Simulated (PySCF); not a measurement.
## A study: C₂H₆OSi, charge +1, doublet, SMILES `C[SiH2]C=[O+]`

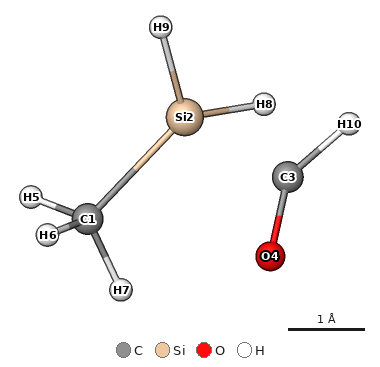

The molecule, with its atoms numbered as below. No frequency check shows the geometry to be a minimum.

Geometry (Å), atoms numbered from 1:

```
C1      -1.4816   -0.9792   -0.0012
Si2     -0.6896    0.7192    0.0010
C3       1.4376    0.3180   -0.0021
O4       1.7698   -0.7898    0.0019
H5      -2.5701   -0.9023   -0.0014
H6      -1.2038   -1.5632    0.8788
H7      -1.2032   -1.5611   -0.8831
H8      -0.6388    1.4995   -1.2358
H9      -0.6397    1.4965    1.2393
H10      2.0156    1.2471   -0.0071
```

### 1. Bonding charge

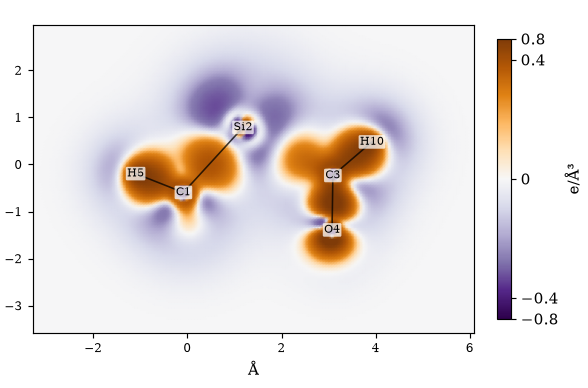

Deformation density (molecule less spherical, spin-averaged free atoms) in the plane of C1, Si2, C3, O4, H5 and H10; colour scale in e/Å³, logarithmic beyond ±0.1; orange: gain, purple: loss.

Level of theory: TPSSh/def2-TZVP (PySCF), at a geometry from GFN2-xTB. The stability of the open-shell solution wasn't checked. GFN2-xTB doesn't know the spin state, so this open-shell geometry is rough.

**How much density has each bond in this plane gained at its critical point, relative to the free atoms?**

C3–O4: +0.76 e/Å³ at the bond critical point (bond length 1.16 Å, Mayer order 2.3). C3–H10: +0.74 e/Å³ at the bond critical point (bond length 1.09 Å, Mayer order 0.8). C1–H5: +0.67 e/Å³ at the bond critical point (bond length 1.09 Å, Mayer order 0.9). C1–Si2: +0.23 e/Å³ at the bond critical point (bond length 1.87 Å, Mayer order 1.1). Si2–C3: −0.03 e/Å³ at the bond critical point (bond length 2.17 Å, Mayer order 0.6). In all, 2.0 electrons gather in the regions of gain relative to the promolecule of neutral atoms (the regions of loss give up this much and the cation's charge besides). A small or negative value marks a very polar bond, one between electron-rich atoms, whose free-atom densities already overlap strongly, a long bond to a heavier atom, or a closed-shell contact such as a hydrogen bond.

**Where do the Hirshfeld charges lie?**

The highest Hirshfeld charge is on Si2 (+0.52 e), the lowest on C1 (−0.15 e).

```
atom  charge (e)
  C1       −0.15
 Si2       +0.52
  C3       +0.22
  O4       +0.05
  H5       +0.08
  H6       +0.07
  H7       +0.07
  H8       −0.02
  H9       −0.02
 H10       +0.16
```

### 2. Bond critical points

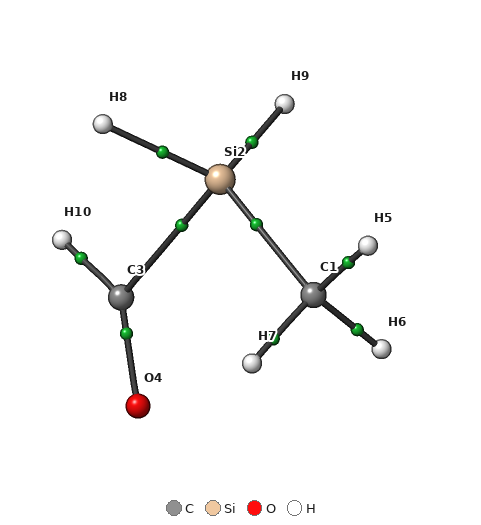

Molecular graph of the electron density (QTAIM): bond paths, bond critical points (green), ring points (magenta, if any); weak paths are dashed.

**How many critical points of each kind are there, and does the count close?**

10 nuclei, 9 bond, 0 ring and 0 cage critical points: 10 − 9 + 0 − 0 = 1, as the Poincaré–Hopf relation requires.

**Tabulate density, Laplacian, ellipticity and energy density at the bond critical points (atomic units).**

```json
{"bond": "C3–O4", "length (Å)": "1.157", "ρ (a.u.)": "0.464", "∇²ρ (a.u.)": "+0.82", "ε": "0.02", "H (a.u.)": "−0.840"}
{"bond": "C3–H10", "length (Å)": "1.094", "ρ (a.u.)": "0.278", "∇²ρ (a.u.)": "−1.04", "ε": "0.02", "H (a.u.)": "−0.285"}
{"bond": "C1–H6 (2 alike)", "length (Å)": "1.092", "ρ (a.u.)": "0.275", "∇²ρ (a.u.)": "−0.94", "ε": "0.01", "H (a.u.)": "−0.275"}
{"bond": "C1–H5", "length (Å)": "1.091", "ρ (a.u.)": "0.274", "∇²ρ (a.u.)": "−0.93", "ε": "0.01", "H (a.u.)": "−0.274"}
{"bond": "Si2–H9 (2 alike)", "length (Å)": "1.463", "ρ (a.u.)": "0.129", "∇²ρ (a.u.)": "+0.17", "ε": "0.03", "H (a.u.)": "−0.084"}
{"bond": "C1–Si2", "length (Å)": "1.874", "ρ (a.u.)": "0.125", "∇²ρ (a.u.)": "+0.14", "ε": "0.04", "H (a.u.)": "−0.080"}
{"bond": "Si2–C3", "length (Å)": "2.165", "ρ (a.u.)": "0.063", "∇²ρ (a.u.)": "+0.04", "ε": "0.13", "H (a.u.)": "−0.031"}
```

**What kind of interaction is C3–H10?**

Shared-shell (covalent): ρ = 0.278, ∇²ρ = −1.04, H = −0.285 a.u.

### 3. Local ionisation energy

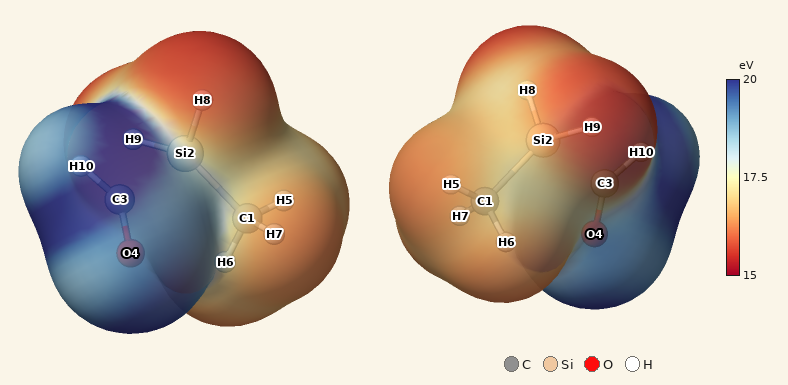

Average local ionisation energy on the surface of electron density 0.001 a.u. (back view left, front view right).

**Where are the most loosely bound electrons on this surface?**

The lowest value is 15.6 eV, 1.4 Å from H8, and at like points elsewhere. Further minima include 16.2 eV, 1.3 Å from H7, and at like points elsewhere; 18.5 eV, 1.2 Å from H10. For comparison, the highest occupied orbital lies at −13.4 eV.

### 4. Spin density

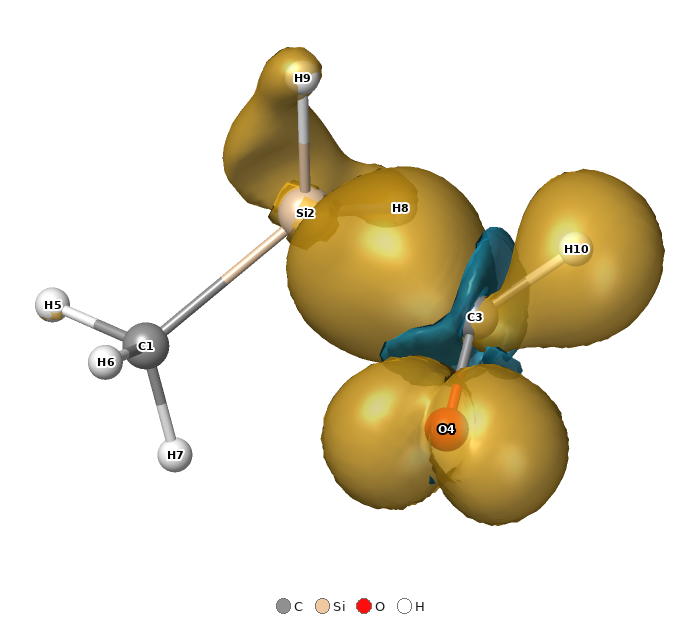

Spin density ρα − ρβ at ±0.02 e/Å³ (yellow: excess α, teal: excess β).

**Where is the unpaired spin?**

Hirshfeld spin populations: O4 +0.42, C3 +0.22, Si2 +0.19 and H10 +0.11. ⟨S²⟩ = 0.75, as for a pure state. The picture also shows regions of β spin from spin polarisation; the Hirshfeld sums, whose atoms overlap, net them against the α spin of neighbours.

### 5. In an electric field

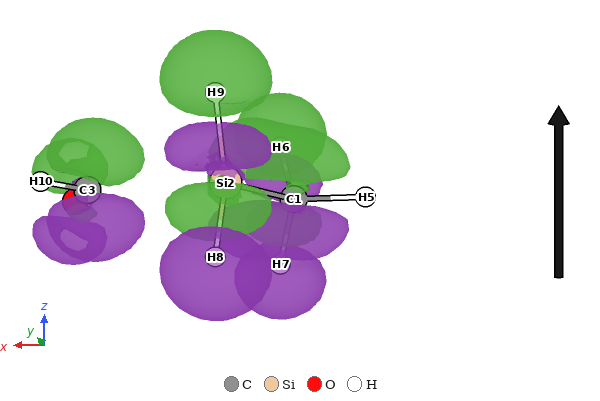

Change of the electron density in a uniform field of 0.41 V/Å along +z (arrow), surfaces at ±0.003 e/Å³ (purple: gain, green: loss).

Level of theory: PBE0/6-31+G* (PySCF), at a geometry from GFN2-xTB. The basis has diffuse s and p functions alone, which still leaves polarisabilities too small, most of all across bonds. The stability of the open-shell solution wasn't checked. GFN2-xTB doesn't know the spin state, so this open-shell geometry is rough.

The field was applied in both directions; the picture shows the one opposite to the script's first.

**What dipole is induced, and what polarisability does it imply?**

The induced dipole is 0.75 D (along the field); α along this axis, from the fields in both directions, is 37 bohr³ (5.5 Å³).

The PySCF runs shown took 120 s and 40 s on 1 thread of Arm Neoverse V1, with other jobs on the host.
